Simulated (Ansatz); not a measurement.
# TlBiSe3 (model cell, started as cubic perovskite with Bi in the octahedra): following an unstable mode, part 3 of 3

Which phase does TlBiSe3 (model cell, started as cubic perovskite with Bi in the octahedra) fall into along its unstable mode, and how much energy does it gain?

Ansatz 0.2.0; DFT PBEsol, scalar-relativistic, plane waves, PAW; PAW set soft_1.

So far. Step 5 (Energy along the mode, all amplitudes (two of the runs …): The lowest of the steps tried is the last one, at 0.6 Å, 51.7 meV/atom below the parent; the bottom of the well need not coincide with a step. Step 7 (The new phase in its own primitive cell): The largest force component left is 0.55 meV/Å and the pressure is 0.002 GPa, within the tolerances set. The cell now holds 29.22 Å³/atom. The relaxed cell has a, b, c = 7.795, 4.299, 8.719 Å (conventional setting).

The structure was built from a prototype and need not be the compound's stable phase.

## 8. Modes of the new phase, k-mesh 6×8×4

A relaxed structure may still be a saddle point, so its zone-centre modes are computed. No field response is asked, since the mesh shows no gap.

input.yaml

```yaml
crystal:
  lattice:
    - [7.7952293971, 0.0, 0.0]
    - [0.0, 4.2986646029, 0.0]
    - [0.0, 0.0, 8.7186229204]
  atoms:
    - { symbol: Tl, position: [0.25, 0.0, 0.3299301217] }
    - { symbol: Tl, position: [0.75, 0.0, 0.6700698783] }
    - { symbol: Bi, position: [0.25, 0.5, 0.7352743357] }
    - { symbol: Bi, position: [0.75, 0.5, 0.2647256643] }
    - { symbol: Se, position: [0.5, 0.5, 0.0] }
    - { symbol: Se, position: [0.0, 0.5, 0.5] }
    - { symbol: Se, position: [0.0, 0.5, 0.0] }
    - { symbol: Se, position: [0.5, 0.5, 0.5] }
    - { symbol: Se, position: [0.25, 0.0, 0.9580331746] }
    - { symbol: Se, position: [0.75, 0.0, 0.0419668254] }
kpoints:
  mp_grid: { grid: [6, 8, 4] }
hamiltonian:
  xc: pbesol
  pseudopotentials: { kind: paw, azcp: { folder: soft_1 }, xc_functional: pbe }
scf:
  occupations: { method: methfessel_paxton, width: 0.2 }
output:
  eigenvalues: true
phonons:
  method: dfpt
```

Started as:

```sh
$ ansatz run input.yaml --threads 4 --pin off --max-ram 16384MiB --backend cpu --events-out ev --progress --plain --runs-dir out
```

Numbers of over 12 decimals in the logs are rounded to 6 here.

Output:

```text
zone centre: on kpoints.mp_grid the ground state, and the responses unless they are solved on pairs of k-points, stand on 70 of the mesh's 192 k-points, reduced under 2 symmetry operations, with k and −k counted as one. Each operation leaves every solved displacement unchanged or reverses it
[...]
Crystal: 10 atoms, lattice volume = 292.153 Å³
Basis set: ecut = 420 eV, 5693 PW (Γ), exchange–correlation on 108×60×120 points (8 copies of the dense FFT grid, shifted against one another)
Bands: 92, of which v1, the nominal top of the filled ones, is band 76 counted from 1 (75 counted from 0)
Symmetry: 8 space group operations
k-points: 70 of 192 (irreducible under 2 space group operations, time reversal used)
[...]
SCF iter   1: F=—  HF=-79637.021507 eV  |F-HF|=—  |Δ(HF+E_count)|=         —  Δρ=4.71e-2  dr2=4.39e1  ethr=3.10e-3  ⟨swp⟩=7.0  Hψ=25069  notcnv=0
[...]
SCF iter  13: F=-79630.193735 eV  HF=-79630.193735 eV  |F-HF|=1.46e-11  |Δ(HF+E_count)|=  1.46e-11  S|Δr|=    0.00e0  Δρ=3.78e-8  dr2=2.71e-12  ethr=1.00e-12  ⟨swp⟩=12.8  Hψ=37851  notcnv=0
SCF 1 converged in 13 iterations: F = -79630.193735 eV  dr2 = 2.71e-12
[...]
DFPT response loops at Γ: preconditioner auto → Kerker (q_TF=auto, 2.447 Å⁻¹) (partly filled bands, converged f_vac=0.054); β = 1.00, the filter's whole step (`scf.mixing.beta` (0.50) is not read by the response loops under this deck's `scf.mixing.preconditioner`; to damp them name `kerker` or `kerker_dos`, under which they read `scf.mixing.beta`, and type it under 1.00, their step now; both keys bind the ground state too); Broyden in place of MSR1
SCF converged after 13 iterations
[...]
Free energy (F): -79630.193735 eV
[...]
Internal energy: -79630.195134 eV  (E = F + TS)
E sigma→0 (E₀):  -79630.194084 eV
Entropy (-TS):   0.001399 eV (0.140 meV/atom)
Fermi energy:    8.141217 eV
[...]
--- Band table (eV; the first three rows and the last of 70) ---
  k-point 0: bands = [... 72 lower, 6.7729, 6.9957, 7.2269, 7.7683, 8.2977, 8.3165, 8.6613, 9.1307, ... 12 higher]
  k-point 1: bands = [... 72 lower, 6.8778, 6.9933, 7.3684, 7.7755, 8.3798, 8.6596, 9.3446, 9.3576, ... 12 higher]
  k-point 2: bands = [... 72 lower, 6.9316, 6.9909, 7.3462, 7.7580, 8.2102, 9.2770, 9.8055, 9.9410, ... 12 higher]
  k-point 69: bands = [... 72 lower, 6.7092, 6.7092, 7.9889, 7.9889, 8.7758, 8.7758, 9.2871, 9.2871, ... 12 higher]
--- Phonons (Γ-DFPT): 15 representative perturbations + reference, on 70 of 192 k-points (Σ response iterations 53) ---
  k mesh reduced under 2 symmetry operations, with k and −k counted as one. Each operation leaves every solved displacement unchanged or reverses it
  ASR residual: 3.307e-4 → 0.000e0 eV/Å²; symmetrization residual: 1.025e-4 eV/Å²
  ASR residual per site (eV/Å²): 1.89e-4 1.89e-4 3.31e-4 3.31e-4 1.65e-4 3.94e-5 1.65e-4 3.94e-5 1.67e-4 1.67e-4
  Γ frequencies (cm⁻¹): -90.78 -85.82 -25.36 -17.07 -14.54 0.00 0.00 0.00 28.07 31.74 36.46 40.82 44.59 46.69 53.00 57.35 59.64 65.89 74.51 74.64 77.09 88.65 101.11 106.38 114.91 118.52 130.91 145.81 159.84 162.05
  non-analytic LO–TO correction: not included (Born effective charges unavailable; polar crystals: no LO–TO splitting at Γ)
```

It took 17 min on 4 threads of Arm Neoverse V2, shared host; peak memory 5.4 GiB.

This step gave:

| Quantity | Value |
| --- | --- |
| sum-rule residual before enforcement | 3.31e-4 eV/Å² |
| point group | mmm |
| highest optical zone-centre mode (no LO-TO term) | 162.1 cm⁻¹ |
| lowest optical zone-centre mode | -90.78 cm⁻¹ |

Patterns of degenerate modes are one choice out of their space. The modes at Γ (shares of kinetic energy by element, %) (negative means imaginary):

```csv
mode,frequency (cm⁻¹),symmetry,Tl %,Bi %,Se %
1,-90.8,B3g,0,13,87
2,-85.8,Au,0,0,100
3,-25.4,B3u,5,20,75
4,-17.1,B3u,28,28,44
5,-14.5,B2u,36,12,52
6,0.0,acoustic,31,32,36
7,0.0,acoustic,31,32,36
8,0.0,acoustic,31,32,36
9,28.1,B3g,100,0,0
10,31.7,B1u,17,37,46
11,36.5,B2g,90,10,0
12,40.8,Ag,80,7,13
13,44.6,B2u,32,6,61
14,46.7,B3u,12,7,81
15,53.0,Au,0,0,100
16,57.4,B1u,43,1,56
17,59.6,B3u,24,1,75
18,65.9,B1u,0,15,85
19,74.5,B2u,0,45,55
20,74.6,B3g,0,87,13
21,77.1,B2g,8,55,37
22,88.7,Ag,20,31,49
23,101.1,B2g,2,35,63
24,106.4,B1u,8,1,91
25,114.9,Ag,0,62,38
26,118.5,B3u,0,11,89
27,130.9,B1u,1,14,86
28,145.8,B3u,0,0,100
29,159.8,B2u,0,5,95
30,162.1,B1u,0,0,100
```

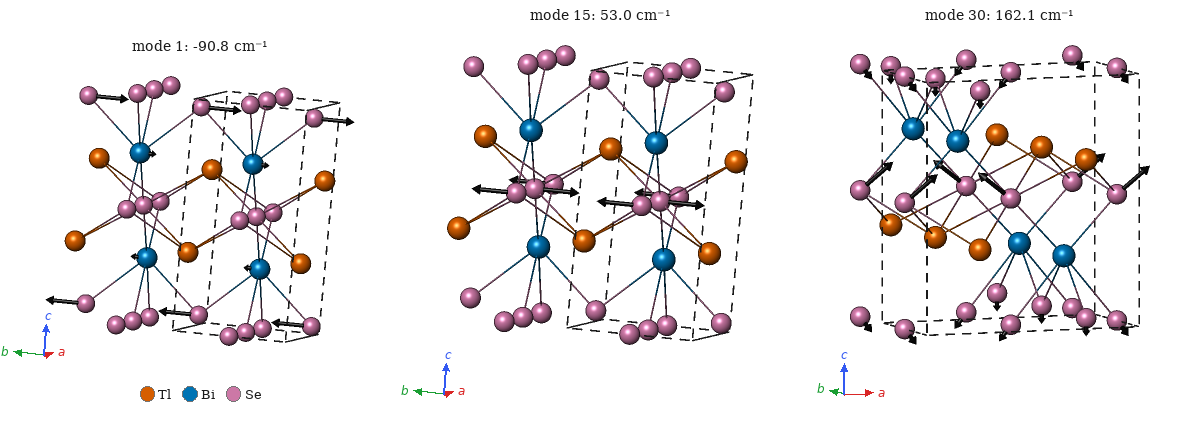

Displacement patterns of modes 1, 15 and 30 at Γ; arrows are exaggerated. Bonds to atoms that aren't drawn are left out. 1×2×1 cells are drawn. Some periodic images of atoms are drawn too.

Before it was imposed, the acoustic sum rule was missed by 3.3e-4 eV/Å². Small misses are needed for a sound result but don't prove that mesh and cutoff are converged. The lowest optical mode is imaginary, 90.8i cm⁻¹, so the energy falls along it.

## 9. What came out

| Property | Result |
| --- | --- |
| unstable mode of the parent | q = (0, -0.5, -0.5), 89i cm⁻¹ |
| depth at the lowest point sampled | 51.7 meV/atom |
| largest atomic shift at that point | 0.6 Å |
| space group reached (within 0.01 Å) | Pmma |
| energy gained over the parent (first relaxation, on the mesh of the frozen mode) | 252 meV/atom |
| volume per atom, phase reached | 29.2 Å³ |
| lowest optical zone-centre mode, phase reached | -90.8 cm⁻¹ |
| highest optical zone-centre mode (no LO-TO term), phase reached | 162 cm⁻¹ |

In words: Along this mode the structure falls into Pmma, 252 meV/atom below the parent. At the parent's cell the well is 51.69 meV/atom deep on the steps tried, with its lowest point at a shift of 0.6 Å. That is the last step tried, so the steps alone don't bracket the bottom of the well. Relaxing atoms and cell changes the gain by +200.09 meV/atom against the lowest step (energies at zero smearing). Most of the total comes from this relaxation. The new phase still has an imaginary mode at the zone centre of its cell, so it is a saddle point on the way to a lower structure. Of the 4 patterns followed to their end from this parent, this one reaches the lowest energy. Each path keeps the symmetry of its pattern, so a lower phase may lie along a pattern not tried. With no gap, or one that is small against the smearing, the frequencies hang on the k mesh and the smearing, most of all near Kohn anomalies. Spin-orbit coupling is left out, which can matter for the heavy elements here. The PAW files were made for PBE and serve the other functionals too. A phonon run warned that its eigensolver left some bands unconverged in a pass. The starting cell was built on a prototype and not taken from a measurement, so the phase need not exist.

[Logs are printed without paths, hosts, clocks, repeated set-up lines and the standing remarks that a program may print on its own settings, such as how far it seeks lower states.]

[Hosts, paths, dates, database ids (printed as entryN), source tags and the programs' standing remarks are cut or masked in the printed files.]
